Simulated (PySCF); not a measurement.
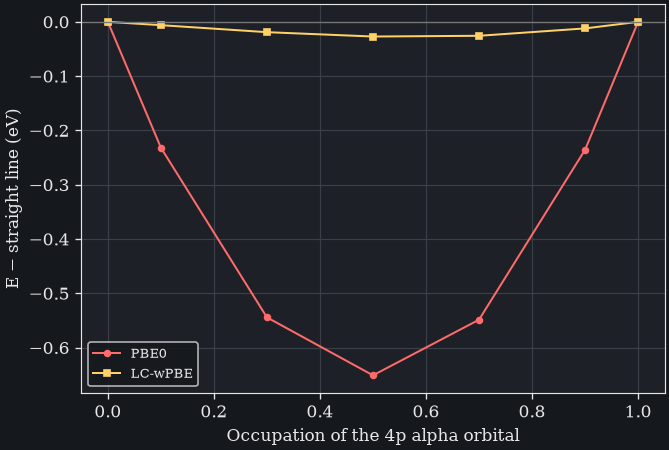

One 4p alpha orbital of neutral germanium ([Ar] 3d¹⁰ 4s² 4p²) is emptied in steps. The plot gives the energy less the straight line between the integer ends. PySCF, def2-SVP, non-relativistic, unrestricted single determinants, no spin-orbit coupling.

**What do the curves say about each method?**

PBE0: convex (delocalisation error), largest departure −0.65 eV, removal energy 7.959 eV; LC-wPBE: convex (delocalisation error), largest departure −0.027 eV, removal energy 8.050 eV. The measured removal energy is 7.899 eV. The exact energy is a straight line between whole electron numbers.
